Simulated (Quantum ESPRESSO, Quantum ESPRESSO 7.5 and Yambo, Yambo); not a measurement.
# A GW chain in Yambo: CdSe (F-43m)

How does a plane-wave GW calculation on CdSe (F-43m) run from the first input to the gap?

Method: PBE and many-body steps on it, plane waves, in Quantum ESPRESSO 7.5 and Yambo 5.3.0.

**What was measured.**

- Gap 1.69 ± 0.02 eV: direct gap from (alpha E)^2 extrapolation; spectroscopic ellipsometry; 300 K; film (fully relaxed MBE film, 304 nm) on GaAs(100) (“Band gap bowing of binary alloys: Experimental results compared to theoretical tight-binding supercell calculations for CdZnSe”, 2010, arxiv:1007.2297).

**1. The structure**

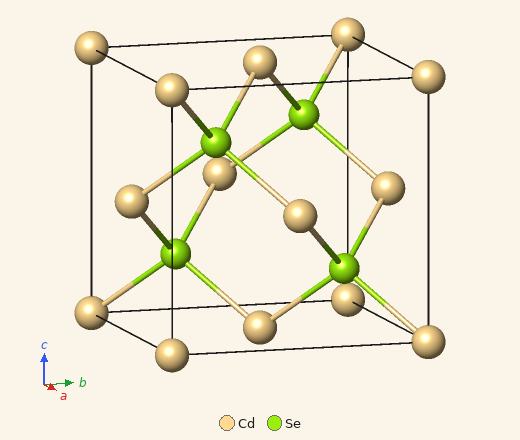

Start, viewed slightly off an axis; cadmium orange, selenium green. This picture shows the conventional cell, with its axes. Bonds to atoms that aren't drawn are left out. Some periodic images of atoms are drawn too.

The cell and positions are those that the Materials Project relaxed with its own functionals (PBE, PBE+U or r2SCAN), kept fixed.

**2. Ground state**

This step: Quantum ESPRESSO 7.5; DFT, PBE, plane waves, norm-conserving pseudopotentials.

The ground-state density comes first.

The input, pw.in:

```
&control
  calculation = 'scf'
  prefix = 'x'
  outdir = 'o'
  pseudo_dir = 'pseudo'
/
&system
  ibrav = 0
  nat = 2
  ntyp = 2
  ecutwfc = 104.0
  nbnd = 27
  force_symmorphic = .true.
/
&electrons
  conv_thr = 1e-10
  electron_maxstep = 80
  mixing_beta = 0.5
/
ATOMIC_SPECIES
  Cd 112.41 Cd.upf
  Se 78.971 Se.upf
CELL_PARAMETERS angstrom
  -0.0000000000 3.0702711986 3.0702711986
  3.0702711986 -0.0000000000 3.0702711986
  3.0702711986 3.0702711986 -0.0000000000
ATOMIC_POSITIONS crystal
  Cd 0.0000000000 0.0000000000 0.0000000000
  Se 0.7500000000 0.7500000000 0.7500000000
K_POINTS automatic
  6 6 6 0 0 0
```

Run with:

```console
$ OMP_NUM_THREADS=1 mpirun -n 8 pw.x -nk 8 -in pw.in > pw.out
```

Log:

```text
Program PWSCF v.7.5 starts

     This program is part of the open-source Quantum ESPRESSO suite
     for quantum simulation of materials; please cite
         "P. Giannozzi et al., J. Phys.:Condens. Matter 21 395502 (2009);
         "P. Giannozzi et al., J. Phys.:Condens. Matter 29 465901 (2017);
         "P. Giannozzi et al., J. Chem. Phys. 152 154105 (2020);
     in publications or presentations arising from this work. More details at
     Message from routine setup:
     using ibrav=0 with symmetry is DISCOURAGED, use correct ibrav instead

     G-vector sticks info

     bravais-lattice index     =            0
     lattice parameter (alat)  =       8.2052  a.u.
     unit-cell volume          =     390.6221 (a.u.)^3
     number of atoms/cell      =            2
     number of atomic types    =            2
     number of electrons       =        44.00
     number of Kohn-Sham states=           27
     kinetic-energy cutoff     =     104.0000  Ry
     charge density cutoff     =     416.0000  Ry
     scf convergence threshold =      1.0E-10
     mixing beta               =       0.5000
     number of iterations used =            8  plain     mixing
     Exchange-correlation= PBE
                           (   1   4   3   4   0   0   0)

     celldm(1)=   8.205227  celldm(2)=   0.000000  celldm(3)=   0.000000
     celldm(4)=   0.000000  celldm(5)=   0.000000  celldm(6)=   0.000000

     crystal axes: (cart. coord. in units of alat)
               a(1) = (  -0.000000   0.707107   0.707107 )
               a(2) = (   0.707107  -0.000000   0.707107 )
               a(3) = (   0.707107   0.707107  -0.000000 )

     reciprocal axes: (cart. coord. in units 2 pi/alat)
               b(1) = ( -0.707107  0.707107  0.707107 )
               b(2) = (  0.707107 -0.707107  0.707107 )
               b(3) = (  0.707107  0.707107 -0.707107 )
     Pseudo is Norm-conserving + core correction, Zval = 20.0
     Generated using ONCVPSP code by D. R. Hamann
     Using radial grid of 1368 points,  6 beta functions with:
     Pseudo is Norm-conserving + core correction, Zval = 24.0
     Generated using ONCVPSP code by D. R. Hamann
     Using radial grid of 1214 points,  6 beta functions with:
     Cd               20.00   112.41000     Cd( 1.00)
     Se               24.00    78.97100     Se( 1.00)

     24 Sym. Ops. (no inversion) found

   Cartesian axes

     site n.     atom                  positions (alat units)
         1        Cd     tau(   1) = (   0.0000000   0.0000000   0.0000000  )
         2        Se     tau(   2) = (   1.0606602   1.0606602   1.0606602  )

     number of k points=    16
                       cart. coord. in units 2pi/alat
        k(    1) = (   0.0000000   0.0000000   0.0000000), wk =   0.0092593
        k(    2) = (   0.1178511   0.1178511  -0.1178511), wk =   0.0740741
        k(    3) = (   0.2357023   0.2357023  -0.2357023), wk =   0.0740741
        k(    4) = (  -0.3535534  -0.3535534   0.3535534), wk =   0.0370370
        k(    5) = (   0.2357023   0.0000000  -0.0000000), wk =   0.0555556
        k(    6) = (   0.3535534   0.1178511  -0.1178511), wk =   0.2222222
        k(    7) = (  -0.2357023  -0.4714045   0.4714045), wk =   0.2222222
        k(    8) = (  -0.1178511  -0.3535534   0.3535534), wk =   0.2222222
        k(    9) = (   0.0000000  -0.2357023   0.2357023), wk =   0.1111111
        k(   10) = (   0.4714045   0.0000000  -0.0000000), wk =   0.0555556
     [... 4 further rows ...]
        k(   15) = (  -0.1178511  -0.3535534   0.5892557), wk =   0.2222222
        k(   16) = (  -0.7071068   0.2357023   0.0000000), wk =   0.1111111

     Dense  grid:    55849 G-vectors     FFT dimensions: (  54,  54,  54)

     Initial potential from superposition of free atoms

     starting charge      43.9997, renormalised to      44.0000
     Starting wfcs are   23 randomized atomic wfcs +    4 random wfcs

     per-process dynamical memory:    40.2 Mb

     Self-consistent Calculation

     iteration #  1     ecut=   104.00 Ry     beta= 0.50

     Threshold (ethr) on eigenvalues was too large:
     Diagonalizing with lowered threshold

     total energy              =   -1027.26011936 Ry
     estimated scf accuracy    <       0.08744674 Ry

     iteration #  2     ecut=   104.00 Ry     beta= 0.50

     total energy              =   -1027.28143878 Ry
     estimated scf accuracy    <       0.00899540 Ry

     iteration #  3     ecut=   104.00 Ry     beta= 0.50

     total energy              =   -1027.28288139 Ry
     estimated scf accuracy    <       0.00092470 Ry

     iteration #  4     ecut=   104.00 Ry     beta= 0.50

     total energy              =   -1027.28296504 Ry
     estimated scf accuracy    <       0.00004747 Ry

     iteration #  5     ecut=   104.00 Ry     beta= 0.50

     total energy              =   -1027.28296945 Ry
     estimated scf accuracy    <       0.00000477 Ry

     iteration #  6     ecut=   104.00 Ry     beta= 0.50

     total energy              =   -1027.28297032 Ry
     estimated scf accuracy    <       0.00000023 Ry

     iteration #  7     ecut=   104.00 Ry     beta= 0.50

     total energy              =   -1027.28297035 Ry
     estimated scf accuracy    <       0.00000013 Ry

     iteration #  8     ecut=   104.00 Ry     beta= 0.50

     total energy              =   -1027.28297037 Ry
     estimated scf accuracy    <          1.9E-09 Ry

     iteration #  9     ecut=   104.00 Ry     beta= 0.50

     total energy              =   -1027.28297037 Ry
     estimated scf accuracy    <          7.9E-10 Ry

     iteration # 10     ecut=   104.00 Ry     beta= 0.50

     End of self-consistent calculation

          k = 0.0000 0.0000 0.0000 (  6879 PWs)   bands (ev):

  -199.3040-138.7799-138.7799-138.7799 -93.9630 -55.0239 -55.0239 -55.0239
   -38.9489 -38.9489 -38.9489 -38.9459 -38.9459  -4.7636  -0.1683  -0.1683
    -0.1683   0.1752   0.1752   7.6711   7.6711   7.6711   8.2221  13.6142
    13.6142  13.6142  17.3542

          k = 0.1179 0.1179-0.1179 (  6970 PWs)   bands (ev):

  -199.3040-138.7799-138.7799-138.7799 -93.9630 -55.0240 -55.0240 -55.0240
   -38.9489 -38.9489 -38.9489 -38.9459 -38.9459  -4.6775  -0.1417  -0.1417
    -0.0834   0.1745   0.1745   6.0068   7.4733   7.4733   9.5256  13.3609
    13.9258  13.9258  17.7796

          k = 0.2357 0.2357-0.2357 (  6988 PWs)   bands (ev):

  -199.3040-138.7799-138.7799-138.7799 -93.9630 -55.0241 -55.0240 -55.0240
   -38.9489 -38.9489 -38.9489 -38.9459 -38.9459  -4.5028  -0.0975  -0.0975
     0.1845   0.1845   0.1983   4.2694   7.1223   7.1223  10.0396  14.1686
    14.1724  14.1724  17.4771

          k =-0.3536-0.3536 0.3536 (  6958 PWs)   bands (ev):

     [... further k-points ...]

     highest occupied, lowest unoccupied level (ev):     7.6711    8.2221

!    total energy              =   -1027.28297037 Ry
     estimated scf accuracy    <          8.4E-11 Ry

     The total energy is the sum of the following terms:
     one-electron contribution =    -892.69171409 Ry
     hartree contribution      =     423.54175219 Ry
     xc contribution           =    -106.15873210 Ry
     ewald contribution        =    -451.97427637 Ry

     convergence has been achieved in  10 iterations

     XML data file, charge density, pseudopotentials, collected wavefunctions

=------------------------------------------------------------------------------=
   JOB DONE.
=------------------------------------------------------------------------------=
```

The job ended after 11 s (8 MPI ranks of Arm Neoverse V1, shared host; peak memory 0.7 GiB; 85 s of CPU time).

Numbers from this step:

```yaml
total_energy: -13976.8968 eV
gap: 0.5509 eV
k_of_the_valence_top: 0, 0, 0
k_of_the_conduction_bottom: 0, 0, 0
least_direct_gap: 0.5509 eV
```

The gap is direct, at Γ.

**3. Bands along the symmetry lines**

The cheap functional maps the bands first; the places of the edges decide which points the dearer methods must see.

The input, pw.in:

```
&control
  calculation = 'bands'
  prefix = 'x'
  outdir = 'o'
  pseudo_dir = 'pseudo'
/
&system
  ibrav = 0
  nat = 2
  ntyp = 2
  ecutwfc = 104.0
  nbnd = 28
  force_symmorphic = .true.
/
&electrons
  conv_thr = 1e-9
  electron_maxstep = 80
  diago_full_acc = .true.
  diago_thr_init = 5e-6
/
ATOMIC_SPECIES
  Cd 112.41 Cd.upf
  Se 78.971 Se.upf
CELL_PARAMETERS angstrom
  -0.0000000000 3.0702711986 3.0702711986
  3.0702711986 -0.0000000000 3.0702711986
  3.0702711986 3.0702711986 -0.0000000000
ATOMIC_POSITIONS crystal
  Cd 0.0000000000 0.0000000000 0.0000000000
  Se 0.7500000000 0.7500000000 0.7500000000
K_POINTS crystal
  50
  0.00000000 0.00000000 0.00000000 1
  -0.06250000 -0.06250000 0.00000000 1
  -0.12500000 -0.12500000 0.00000000 1
  -0.18750000 -0.18750000 0.00000000 1
  -0.25000000 -0.25000000 0.00000000 1
  -0.31250000 -0.31250000 0.00000000 1
  -0.37500000 -0.37500000 0.00000000 1
  -0.43750000 -0.43750000 0.00000000 1
  -0.50000000 -0.50000000 0.00000000 1
  -0.48437500 -0.48437500 0.03125000 1
  -0.46875000 -0.46875000 0.06250000 1
  -0.45312500 -0.45312500 0.09375000 1
  -0.43750000 -0.43750000 0.12500000 1
  -0.42187500 -0.42187500 0.15625000 1
  -0.40625000 -0.40625000 0.18750000 1
  -0.39062500 -0.39062500 0.21875000 1
  -0.37500000 -0.37500000 0.25000000 1
  -0.37500000 0.00000000 0.37500000 1
  -0.32812500 0.00000000 0.32812500 1
  -0.28125000 0.00000000 0.28125000 1
  -0.23437500 0.00000000 0.23437500 1
  -0.18750000 0.00000000 0.18750000 1
  -0.14062500 0.00000000 0.14062500 1
  -0.09375000 0.00000000 0.09375000 1
  -0.04687500 0.00000000 0.04687500 1
  0.00000000 0.00000000 0.00000000 1
  0.00000000 0.00000000 0.06250000 1
  0.00000000 0.00000000 0.12500000 1
  0.00000000 0.00000000 0.18750000 1
  0.00000000 0.00000000 0.25000000 1
  0.00000000 0.00000000 0.31250000 1
  0.00000000 0.00000000 0.37500000 1
  0.00000000 0.00000000 0.43750000 1
  0.00000000 0.00000000 0.50000000 1
  -0.06250000 -0.03125000 0.46875000 1
  -0.12500000 -0.06250000 0.43750000 1
  -0.18750000 -0.09375000 0.40625000 1
  -0.25000000 -0.12500000 0.37500000 1
  -0.31250000 -0.15625000 0.34375000 1
  -0.37500000 -0.18750000 0.31250000 1
  -0.43750000 -0.21875000 0.28125000 1
  -0.50000000 -0.25000000 0.25000000 1
  -0.50000000 -0.28125000 0.21875000 1
  -0.50000000 -0.31250000 0.18750000 1
  -0.50000000 -0.34375000 0.15625000 1
  -0.50000000 -0.37500000 0.12500000 1
  -0.50000000 -0.40625000 0.09375000 1
  -0.50000000 -0.43750000 0.06250000 1
  -0.50000000 -0.46875000 0.03125000 1
  -0.50000000 -0.50000000 0.00000000 1
```

Log:

```text
[banner, memory and clock lines left out]
Program PWSCF v.7.5 starts

     Atomic positions and unit cell read from directory:
     o/x.save/

     Message from routine setup:
     using ibrav=0 with symmetry is DISCOURAGED, use correct ibrav instead

     G-vector sticks info

     bravais-lattice index     =            0
     lattice parameter (alat)  =       8.2052  a.u.
     unit-cell volume          =     390.6221 (a.u.)^3
     number of atoms/cell      =            2
     number of atomic types    =            2
     number of electrons       =        44.00
     number of Kohn-Sham states=           28
     kinetic-energy cutoff     =     104.0000  Ry
     charge density cutoff     =     416.0000  Ry
     Exchange-correlation= PBE
                           (   1   4   3   4   0   0   0)

     celldm(1)=   8.205227  celldm(2)=   0.000000  celldm(3)=   0.000000
     celldm(4)=   0.000000  celldm(5)=   0.000000  celldm(6)=   0.000000

     crystal axes: (cart. coord. in units of alat)
               a(1) = (  -0.000000   0.707107   0.707107 )
               a(2) = (   0.707107  -0.000000   0.707107 )
               a(3) = (   0.707107   0.707107  -0.000000 )

     reciprocal axes: (cart. coord. in units 2 pi/alat)
               b(1) = ( -0.707107  0.707107  0.707107 )
               b(2) = (  0.707107 -0.707107  0.707107 )
               b(3) = (  0.707107  0.707107 -0.707107 )
     Pseudo is Norm-conserving + core correction, Zval = 20.0
     Generated using ONCVPSP code by D. R. Hamann
     Using radial grid of 1368 points,  6 beta functions with:
     Pseudo is Norm-conserving + core correction, Zval = 24.0
     Generated using ONCVPSP code by D. R. Hamann
     Using radial grid of 1214 points,  6 beta functions with:
     Cd               20.00   112.41000     Cd( 1.00)
     Se               24.00    78.97100     Se( 1.00)

     24 Sym. Ops. (no inversion) found

   Cartesian axes

     site n.     atom                  positions (alat units)
         1        Cd     tau(   1) = (   0.0000000   0.0000000   0.0000000  )
         2        Se     tau(   2) = (   1.0606602   1.0606602   1.0606602  )

     number of k points=    50
                       cart. coord. in units 2pi/alat
        k(    1) = (   0.0000000   0.0000000   0.0000000), wk =   0.0400000
        k(    2) = (   0.0000000   0.0000000  -0.0883883), wk =   0.0400000
        k(    3) = (   0.0000000   0.0000000  -0.1767767), wk =   0.0400000
[...]
[... 38 further rows ...]
        k(   49) = (   0.0441942  -0.0000000  -0.7071068), wk =   0.0400000
        k(   50) = (   0.0000000   0.0000000  -0.7071068), wk =   0.0400000

     Dense  grid:    55849 G-vectors     FFT dimensions: (  54,  54,  54)

     The potential is recalculated from file :
     o/x.save/charge-density

     Starting wfcs are   23 randomized atomic wfcs +    5 random wfcs

     Band Structure Calculation

     End of band structure calculation

          k = 0.0000 0.0000 0.0000 (  6879 PWs)   bands (ev):

  -199.3042-138.7801-138.7801-138.7801 -93.9630 -55.0239 -55.0239 -55.0239
   -38.9490 -38.9490 -38.9490 -38.9460 -38.9460  -4.7636  -0.1682  -0.1682
    -0.1682   0.1752   0.1752   7.6711   7.6711   7.6711   8.2221  13.6143
    13.6143  13.6143  17.3542  18.7414

          k = 0.0000 0.0000-0.0884 (  6971 PWs)   bands (ev):

  -199.3042-138.7801-138.7801-138.7801 -93.9630 -55.0239 -55.0239 -55.0239
   -38.9490 -38.9490 -38.9490 -38.9460 -38.9460  -4.7463  -0.1602  -0.1602
[...]
13.7395  13.7395  17.6508  17.9866

          k = 0.0000 0.0000-0.1768 (  7007 PWs)   bands (ev):

  -199.3042-138.7801-138.7801-138.7801 -93.9630 -55.0240 -55.0239 -55.0239
[...]
14.0908  14.0908  16.8651  18.5495

          k =-0.0000 0.0000-0.2652 (  7015 PWs)   bands (ev):

[...]
k = 0.0000 0.0000-0.3536 (  7003 PWs)   bands (ev):

[...]
k = 0.0000-0.0000-0.4419 (  6983 PWs)   bands (ev):

[...]
k =-0.0000 0.0000-0.5303 (  6991 PWs)   bands (ev):

[...]
k = 0.0000-0.0000-0.6187 (  7010 PWs)   bands (ev):

[...]
k = 0.5303-0.0000-0.5303 (  6990 PWs)   bands (ev):

[...]
k = 0.0000 0.0000 0.0000 (  6879 PWs)   bands (ev):

[...]
k = 0.1326 0.0000-0.7071 (  6994 PWs)   bands (ev):

[...]
k = 0.0884-0.0000-0.7071 (  7008 PWs)   bands (ev):

[...]
k = 0.0442-0.0000-0.7071 (  7006 PWs)   bands (ev):

  -199.3042-138.7801-138.7801-138.7801 -93.9630 -55.0241 -55.0240 -55.0240
[...]
16.5922  17.5468  17.7364  20.0258

          k = 0.0000 0.0000-0.7071 (  7046 PWs)   bands (ev):

  -199.3042-138.7801-138.7801-138.7801 -93.9630 -55.0242 -55.0240 -55.0240
   -38.9492 -38.9490 -38.9490 -38.9460 -38.9460  -4.3048   0.0126   0.0717
     0.0717   0.2289   0.5106   3.7241   5.9172   5.9172  10.8754  11.4086
    16.6389  17.7228  17.7228  19.9623

     XML data file, pseudopotentials, collected wavefunctions
```

Run time: 7.2 s. Hardware: 8 MPI ranks; peak memory 0.6 GiB.

This step gave:

* gap: 0.5509 eV
* k of the valence top: 0, 0, 0
* k of the conduction bottom: 0, 0, 0
* least direct gap: 0.5509 eV

The gap is 0.551 eV, as in the run before at this level.

The electronic bands at the labelled points (eV, zero at the top of the highest filled band):

```tsv
point	band 19	band 20	band 21	band 22	band 23	band 24	band 25	band 26
Γ	-7.50	0.00	0.00	0.00	0.55	5.94	5.94	5.94
X	-7.16	-3.95	-1.75	-1.75	3.20	3.74	8.97	10.05
U	-7.08	-3.88	-2.39	-1.44	3.72	5.10	8.20	8.52
jump to K	-7.08	-3.88	-2.39	-1.44	3.72	5.10	8.20	8.52
Γ	-7.50	0.00	0.00	0.00	0.55	5.94	5.94	5.94
L	-7.22	-4.22	-0.71	-0.71	2.36	6.45	6.45	7.33
W	-7.05	-3.85	-2.12	-2.09	4.91	5.23	6.42	7.61
X	-7.16	-3.95	-1.75	-1.75	3.20	3.74	8.97	10.05
```

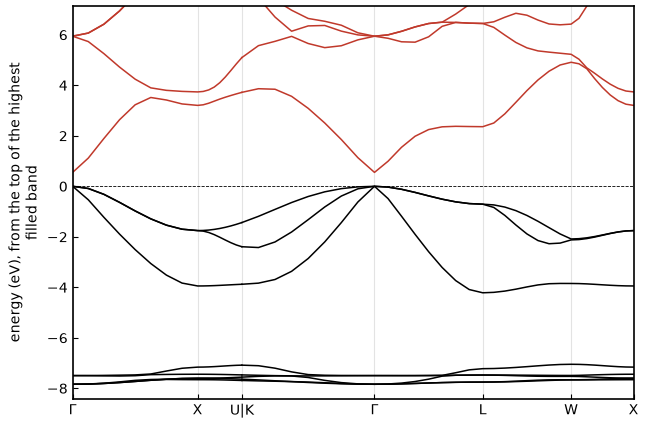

Electronic bands along the path; lines of filled and empty bands in two colours.

(Continued in part 2 of 3.)

[Paths, hosts, dates, memory and timing lines, banners, echoed tables and standing remarks are left out of the program output.]

[Logs are printed without paths, hosts, clocks, repeated set-up lines and the standing remarks that a program may print on its own settings, such as how far it seeks lower states.]

[Runs of the session that timed out or met a known fault of the program may be left out.]

[Hosts, paths, dates, database ids (printed as entryN), source tags and the programs' standing remarks are cut or masked in the printed files.]
